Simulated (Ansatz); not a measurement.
Start from BAs in the zinc blende structure (space group F-43m, No. 216; a = 4.768 Å).

The change: the cell is scaled by 1.0250 in all directions, atoms relaxed at fixed cell.

All numbers come from PBEsol/PAW in Ansatz (a quantum-chemistry and plane-wave program), spin-orbit coupling left out.

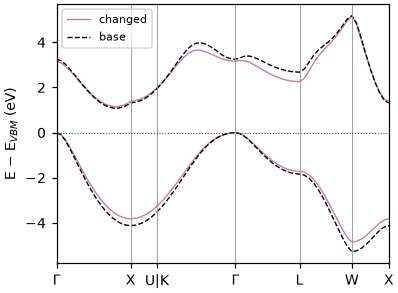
Highest valence and lowest conduction band along the path, each from its own valence-band maximum

**Question.** Read the changed gap and its character from the plot.

**Answer.** About 1.2 eV, indirect, Γ → Γ–X (82 % along).

The cells carry an imposed strain or load. Stability against distortions was not tested.
